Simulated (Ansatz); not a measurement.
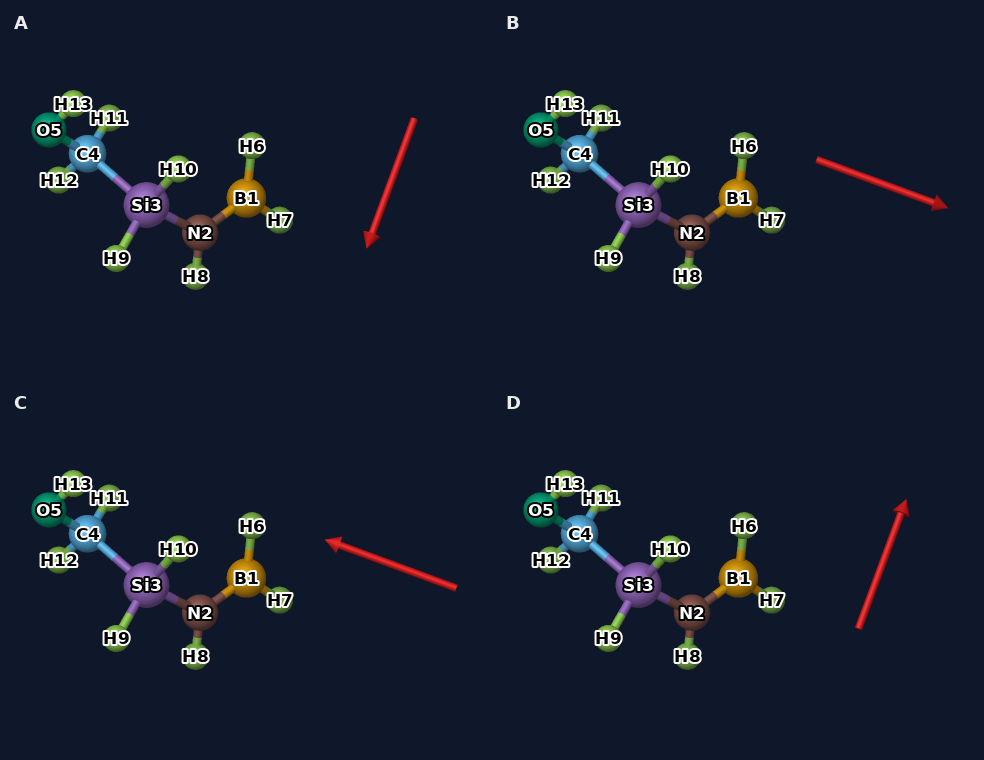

The same molecule four times, each with an arrow. Computed geometry: PBE-D4/def2-SVP optimisation. No frequency run is at hand to confirm it as a minimum. Level of theory: RKS PBE-D4/def2-SVP (Ansatz 0.2.0).

> Which arrow points along the dipole moment, from the negative to the positive end?

A. The dipole moment is 0.54 D; it points from the side of H6 to the side of H9 (the outermost atoms at the two ends).
